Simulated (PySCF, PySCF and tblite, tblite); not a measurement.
# C₆H₆FN: conformers and averaged spectra

Aim: find the conformers of C₆H₆FN (`Nc1ccc(F)cc1`), weigh them, and average their properties.

Programs: PySCF 2.14.0 with density-fitted response routines of our own, and tblite 0.8.0. All values are computed, except where a source is named. Atoms count from 0 throughout.

## Step 1: The starting structure

14 atoms, charge 0, multiplicity 1; geometry from: MMFF94s geometry.

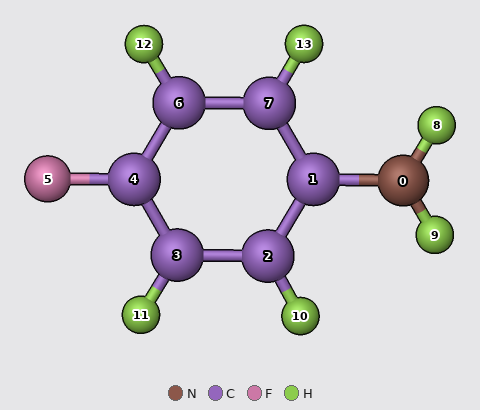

The starting geometry (nitrogen brown, carbon purple, fluorine pink, hydrogen green), atoms numbered.

## Step 2: GFN2-xTB relaxation, conformer 1

What the job is given:

```
{"job": {"xc": "GFN2-xTB", "basis": "xTB", "kind": "relax"}, "charge": 0, "multiplicity": 1}
N      2.315300    -0.194100    -0.020100
C      0.924800    -0.072800    -0.031900
C      0.131400    -1.222700     0.010500
C     -1.270800    -1.099000     0.019900
C     -1.854700     0.151600     0.036300
F     -3.193300     0.263300     0.047600
C     -1.070200     1.303200     0.007600
C      0.327100     1.186700    -0.005700
H      2.895900     0.627400    -0.085000
H      2.743700    -1.099900    -0.069400
H      0.569500    -2.209800     0.011600
H     -1.901400    -1.994300     0.049200
H     -1.549700     2.277400     0.027200
H      0.931800     2.082700    -0.020000
```

Launch:

```sh
OMP_NUM_THREADS=1 python ens_run.py task.json out
```

This one command runs the whole study; its stages follow in the order run.

Output:

```text
step      E/eV     max force
  0    -640.66334    1.269
  1    -640.70520    0.685
  2    -640.71784    0.236
  3    -640.72423    0.198
  4    -640.72721    0.101
  5    -640.72790    0.093
  6    -640.72887    0.093
  7    -640.73004    0.135
  8    -640.73117    0.106
  9    -640.73193    0.095
 10    -640.73268    0.110
 11    -640.73416    0.170
 12    -640.73685    0.320
 13    -640.73951    0.272
 14    -640.74408    0.131
 15    -640.74505    0.073
 16    -640.74564    0.195
 17    -640.74654    0.102
 18    -640.74690    0.065
 19    -640.74718    0.036
 20    -640.74718    0.036
 21    -640.74725    0.029
 22    -640.74736    0.028
 23    -640.74753    0.035
 24    -640.74766    0.034
 25    -640.74783    0.042
 26    -640.74799    0.039
 27    -640.74815    0.032
 28    -640.74828    0.030
 29    -640.74842    0.033
 30    -640.74858    0.042
 31    -640.74873    0.039
 32    -640.74884    0.026
 33    -640.74889    0.018
 34    -640.74893    0.017
 35    -640.74898    0.019
 36    -640.74903    0.022
 37    -640.74907    0.013
 38    -640.74908    0.008
 39    -640.74909    0.007
 40    -640.74910    0.007
 41    -640.74911    0.007
 42    -640.74911    0.005
 43    -640.74912    0.005
 44    -640.74912    0.005
 45    -640.74912    0.003
```

Wall time 0.26 s (1 thread of Arm Neoverse V1, shared host).

Gain 0.086 eV; displacement 0.06 Å root mean square.

## Step 3: DFT optimisation, start 1: PBE0-D3(BJ)/def2-SVP

What the job is given:

```
{"job": {"kind": "geom", "xc": "PBE0", "basis": "def2-SVP", "d3": "d3bj", "grid": 1, "maxiter": 40}, "charge": 0, "multiplicity": 1}
N      2.301176    -0.190958     0.100952
C      0.929216    -0.077136     0.025249
C      0.121826    -1.216511     0.030144
C     -1.254259    -1.106554     0.028701
C     -1.826469     0.151988     0.020338
F     -3.177208     0.264427     0.014094
C     -1.054226     1.298786     0.013665
C      0.321206     1.179999     0.014879
H      2.835651     0.613790    -0.182172
H      2.694634    -1.076559    -0.171714
H      0.583508    -2.192862     0.037515
H     -1.883486    -1.982369     0.031216
H     -1.530062     2.266641     0.004801
H      0.937814     2.066844     0.010166
```

Output:

```text
step      E/eV     max force
  0    -10507.42778   1.0858
  1    -10507.46431   0.1925
  2    -10507.46519   0.0185
```

It took 24 s on 1 thread of Arm Neoverse V1, shared host; peak memory 0.6 GiB.

The energy fell by 0.037 eV, and the atoms moved 0.02 Å (root mean square).

## Step 4: Shieldings, conformer 1: WP04/pcSseg-1 in chloroform

What the job is given:

```
{"job": {"xc": "WP04", "basis": "pcSseg-1", "solvent": "chloroform", "kind": "nmr", "pop": true}, "charge": 0, "multiplicity": 1}
N      2.323024    -0.192771     0.112086
C      0.945125    -0.078434     0.044094
C      0.123880    -1.218720     0.044259
C     -1.262993    -1.105754     0.028273
C     -1.847274     0.153744     0.012804
F     -3.180255     0.265038    -0.006048
C     -1.062643     1.299366     0.013078
C      0.323835     1.181869     0.029046
H      2.850301     0.606161    -0.214859
H      2.710863    -1.071549    -0.204951
H      0.581910    -2.211398     0.060224
H     -1.900415    -1.992209     0.026966
H     -1.545319     2.278621    -0.000043
H      0.939282     2.085564     0.032905
```

Output:

```text
coarse grid: 12384 points
cycle   1  E = -395.1877819825  dE =  1.231e+00  |g| = 8.780e-01  |ddm| = 3.784e+00
cycle   2  E = -395.0976527390  dE =  9.013e-02  |g| = 1.152e+00  |ddm| = 1.556e+00
cycle   3  E = -395.3233479266  dE = -2.257e-01  |g| = 1.715e-01  |ddm| = 9.380e-01
cycle   4  E = -395.3301197900  dE = -6.772e-03  |g| = 4.309e-02  |ddm| = 1.784e-01
cycle   5  E = -395.3304992126  dE = -3.794e-04  |g| = 2.103e-02  |ddm| = 4.979e-02
cycle   6  E = -395.3306120407  dE = -1.128e-04  |g| = 3.385e-03  |ddm| = 2.160e-02
cycle   7  E = -395.3306146575  dE = -2.617e-06  |g| = 1.267e-03  |ddm| = 3.953e-03
final grid: 122080 points
cycle   8  E = -395.4046706086  dE = -5.885e-05  |g| = 9.384e-03  |ddm| = 5.352e-02
cycle   9  E = -395.4046546588  dE =  1.595e-05  |g| = 1.326e-02  |ddm| = 1.834e-02
cycle  10  E = -395.4046900081  dE = -3.535e-05  |g| = 1.590e-03  |ddm| = 1.154e-02
cycle  11  E = -395.4046904756  dE = -4.674e-07  |g| = 2.438e-04  |ddm| = 1.582e-03
cycle  12  E = -395.4046904810  dE = -5.399e-09  |g| = 1.903e-04  |ddm| = 3.430e-04
cycle  13  E = -395.4046904903  dE = -9.373e-09  |g| = 3.065e-05  |ddm| = 1.873e-04
cycle  14  E = -395.4046904905  dE = -1.939e-10  |g| = 1.277e-05  |ddm| = 3.096e-05
converged SCF energy = -395.4046904905

GIAO shielding tensors (ppm)
atom      isotropic    diamagn.    paramagn.     s11        s22        s33       span
  0 N      178.224     318.195    -139.971    144.333    156.443    233.896     89.563
  1 C       22.020     254.478    -232.458    -66.779     -5.767    138.606    205.385
  2 C       54.013     255.356    -201.343    -30.958     43.174    149.822    180.780
  3 C       50.743     256.619    -205.875    -36.096     34.732    153.594    189.689
  4 C        9.403     256.367    -246.964    -67.753     24.431     71.531    139.284
  5 F      316.467     481.516    -165.049    254.257    328.523    366.621    112.364
  6 C       50.706     256.620    -205.913    -36.177     34.741    153.555    189.731
  7 C       54.012     255.347    -201.335    -30.950     43.155    149.833    180.784
  8 H       28.048      30.928      -2.881     21.380     26.990     35.774     14.394
  9 H       28.047      30.927      -2.881     21.381     26.986     35.774     14.393
 10 H       25.132      32.140      -7.008     21.346     25.375     28.675      7.328
 11 H       24.760      29.635      -4.875     21.548     25.194     27.539      5.991
 12 H       24.760      29.639      -4.879     21.549     25.189     27.543      5.994
 13 H       25.131      32.139      -7.008     21.345     25.376     28.671      7.326
```

Wall time 18 s (1 thread of Arm Neoverse V1, shared host); peak memory 1 GiB.

This run: HOMO -7.12 eV, LUMO -2.45 eV; dipole 3.91 D.

## Step 5: Single-point energy, conformer 1: B3LYP/def2-TZVP in chloroform

The job, as its differences from that of step 4:

```diff
@@ -1,2 +1,2 @@
-{"job": {"xc": "WP04", "basis": "pcSseg-1", "solvent": "chloroform", "kind": "nmr", "pop": true}, "charge": 0, "multiplicity": 1}
+{"job": {"xc": "B3LYP", "basis": "def2-TZVP", "solvent": "chloroform", "kind": "sp"}, "charge": 0, "multiplicity": 1}
 N      2.323024    -0.192771     0.112086
```

Output:

```text
coarse grid: 12384 points
cycle   1  E = -386.9443623373  dE =  1.309e+00  |g| = 5.983e-01  |ddm| = 5.883e+00
cycle   2  E = -386.9099609429  dE =  3.440e-02  |g| = 7.622e-01  |ddm| = 2.668e+00
cycle   3  E = -387.0129897594  dE = -1.030e-01  |g| = 9.608e-02  |ddm| = 1.628e+00
cycle   4  E = -387.0145755314  dE = -1.586e-03  |g| = 4.825e-02  |ddm| = 1.168e-01
cycle   5  E = -387.0151402873  dE = -5.648e-04  |g| = 1.061e-02  |ddm| = 4.006e-02
cycle   6  E = -387.0151641245  dE = -2.384e-05  |g| = 3.751e-03  |ddm| = 1.085e-02
cycle   7  E = -387.0151675005  dE = -3.376e-06  |g| = 6.392e-04  |ddm| = 5.346e-03
final grid: 122080 points
cycle   8  E = -387.0051923522  dE = -7.668e-05  |g| = 7.112e-03  |ddm| = 1.257e-01
cycle   9  E = -387.0051843300  dE =  8.022e-06  |g| = 9.619e-03  |ddm| = 1.882e-02
cycle  10  E = -387.0052026831  dE = -1.835e-05  |g| = 1.221e-03  |ddm| = 1.426e-02
cycle  11  E = -387.0052029314  dE = -2.482e-07  |g| = 3.155e-04  |ddm| = 3.466e-03
cycle  12  E = -387.0052029508  dE = -1.944e-08  |g| = 1.193e-04  |ddm| = 5.614e-04
cycle  13  E = -387.0052029539  dE = -3.098e-09  |g| = 4.304e-05  |ddm| = 1.520e-04
cycle  14  E = -387.0052029543  dE = -4.399e-10  |g| = 6.498e-06  |ddm| = 4.208e-05
converged SCF energy = -387.0052029543
```

Run time: 19 s. Hardware: 1 thread of Arm Neoverse V1, shared host; peak memory 1.1 GiB.

In short: HOMO -5.65 eV, LUMO -0.56 eV; dipole 3.72 D.

## Step 6: Couplings, conformer 1: B3LYP/pcJ-1+pcSseg-1

The job, as its differences from that of step 5:

```diff
@@ -1,2 +1,2 @@
-{"job": {"xc": "B3LYP", "basis": "def2-TZVP", "solvent": "chloroform", "kind": "sp"}, "charge": 0, "multiplicity": 1}
+{"job": {"xc": "B3LYP", "basis": {"default": "pcSseg-1", "H": "pcJ-1", "F": "pcJ-1"}, "nuclei": ["H", "F", "P", "Si", "B"], "kind": "j"}, "charge": 0, "multiplicity": 1}
 N      2.323024    -0.192771     0.112086
```

Output:

```text
coarse grid: 12384 points
cycle   1  E = -386.6931620334  dE =  1.312e+00  |g| = 5.799e-01  |ddm| = 3.562e+00
cycle   2  E = -386.6652083860  dE =  2.795e-02  |g| = 7.303e-01  |ddm| = 1.112e+00
cycle   3  E = -386.7592283066  dE = -9.402e-02  |g| = 9.727e-02  |ddm| = 6.046e-01
cycle   4  E = -386.7610542004  dE = -1.826e-03  |g| = 4.767e-02  |ddm| = 1.366e-01
cycle   5  E = -386.7616203733  dE = -5.662e-04  |g| = 1.354e-02  |ddm| = 5.110e-02
cycle   6  E = -386.7616614776  dE = -4.110e-05  |g| = 3.654e-03  |ddm| = 1.519e-02
cycle   7  E = -386.7616646433  dE = -3.166e-06  |g| = 8.979e-04  |ddm| = 4.709e-03
final grid: 122080 points
cycle   8  E = -386.8241473634  dE = -6.819e-05  |g| = 7.514e-03  |ddm| = 3.483e-02
cycle   9  E = -386.8241368313  dE =  1.053e-05  |g| = 1.073e-02  |ddm| = 1.468e-02
cycle  10  E = -386.8241589037  dE = -2.207e-05  |g| = 1.219e-03  |ddm| = 9.856e-03
cycle  11  E = -386.8241591757  dE = -2.720e-07  |g| = 2.726e-04  |ddm| = 1.448e-03
cycle  12  E = -386.8241591854  dE = -9.700e-09  |g| = 1.921e-04  |ddm| = 3.879e-04
cycle  13  E = -386.8241591948  dE = -9.426e-09  |g| = 2.373e-05  |ddm| = 1.905e-04
cycle  14  E = -386.8241591949  dE = -1.262e-10  |g| = 7.762e-06  |ddm| = 2.540e-05
converged SCF energy = -386.8241591949

Indirect spin-spin couplings (Hz)
  i      j    bonds     total        FC       PSO       DSO        SD
  5 F   10 H    4      3.585     4.218     0.866    -1.343    -0.155
  5 F   11 H    3      8.195    11.466    -2.351    -0.090    -0.829
  5 F   12 H    3      8.263    11.534    -2.353    -0.088    -0.830
  5 F   13 H    4      3.579     4.210     0.868    -1.343    -0.156
  8 H    9 H    2     -2.059    -2.390     5.411    -5.081         -
  8 H   10 H    4     -0.394    -0.042     1.739    -2.092         -
  8 H   11 H    5      0.291     0.537     1.253    -1.499         -
  9 H   12 H    5      0.292     0.538     1.253    -1.499         -
  9 H   13 H    4     -0.393    -0.041     1.739    -2.091         -
 10 H   11 H    3      9.719     9.925     0.042    -0.248         -
 10 H   13 H    4      2.686     3.017     1.588    -1.918         -
 11 H   12 H    4      2.612     2.938     1.645    -1.972         -
 12 H   13 H    3      9.717     9.923     0.042    -0.248         -
```

Wall time 27 s (1 thread of Arm Neoverse V1, shared host); peak memory 0.99 GiB.

Key values: HOMO -5.68 eV, LUMO -0.53 eV; dipole 3.13 D.

## Step 7: Excited states, conformer 1: PBE0/def2-SVPD in chloroform

The job, as its differences from that of step 6:

```diff
@@ -1,2 +1,2 @@
-{"job": {"xc": "B3LYP", "basis": {"default": "pcSseg-1", "H": "pcJ-1", "F": "pcJ-1"}, "nuclei": ["H", "F", "P", "Si", "B"], "kind": "j"}, "charge": 0, "multiplicity": 1}
+{"job": {"xc": "PBE0", "basis": "def2-SVPD", "nstates": 8, "ntriplets": 0, "solvent": "chloroform", "kind": "uv"}, "charge": 0, "multiplicity": 1}
 N      2.323024    -0.192771     0.112086
```

Output:

```text
coarse grid: 12384 points
cycle   1  E = -386.0633742949  dE =  1.305e+00  |g| = 4.749e-01  |ddm| = 8.971e+00
cycle   2  E = -386.0520753711  dE =  1.130e-02  |g| = 5.541e-01  |ddm| = 2.436e+00
cycle   3  E = -386.1105010658  dE = -5.843e-02  |g| = 7.268e-02  |ddm| = 1.086e+00
cycle   4  E = -386.1115229040  dE = -1.022e-03  |g| = 3.288e-02  |ddm| = 2.314e-01
cycle   5  E = -386.1117944044  dE = -2.715e-04  |g| = 8.040e-03  |ddm| = 8.915e-02
cycle   6  E = -386.1118092685  dE = -1.486e-05  |g| = 2.488e-03  |ddm| = 2.882e-02
cycle   7  E = -386.1118108396  dE = -1.571e-06  |g| = 4.421e-04  |ddm| = 6.746e-03
final grid: 122080 points
cycle   8  E = -386.1613725897  dE = -3.679e-05  |g| = 7.718e-03  |ddm| = 2.740e-01
cycle   9  E = -386.1613670570  dE =  5.533e-06  |g| = 9.611e-03  |ddm| = 4.252e-02
cycle  10  E = -386.1613869477  dE = -1.989e-05  |g| = 1.184e-03  |ddm| = 2.280e-02
cycle  11  E = -386.1613872183  dE = -2.706e-07  |g| = 1.644e-04  |ddm| = 2.151e-03
cycle  12  E = -386.1613872233  dE = -4.946e-09  |g| = 7.193e-05  |ddm| = 6.887e-04
cycle  13  E = -386.1613872244  dE = -1.094e-09  |g| = 3.166e-05  |ddm| = 2.315e-04
cycle  14  E = -386.1613872246  dE = -2.617e-10  |g| = 4.529e-06  |ddm| = 9.382e-05
converged SCF energy = -386.1613872246

Static polarisability (au): isotropic 100.066, principal 58.721 110.190 131.287

Singlet excitations
state   eV       nm        f      main configurations
  1   4.5261    273.9   0.06806   H->L 0.94
  2   5.5212    224.6   0.21433   H->L+1 0.89, H-1->L 0.08
  3   5.7642    215.1   0.00693   H->L+2 0.97
  4   6.2987    196.8   0.00021   H->L+3 0.97
  5   6.4769    191.4   0.00062   H->L+4 0.97
  6   6.5596    189.0   0.01130   H->L+5 0.96
  7   6.6237    187.2   0.62857   H-1->L 0.86
  8   6.7753    183.0   0.20773   H-1->L+1 0.72, H-2->L 0.21
```

Wall time 30 s (1 thread of Arm Neoverse V1, shared host); peak memory 0.98 GiB.

This run: HOMO -5.94 eV, LUMO -0.43 eV; dipole 3.76 D; S1 4.53 eV.

(Part 1 of 2 ends here.)
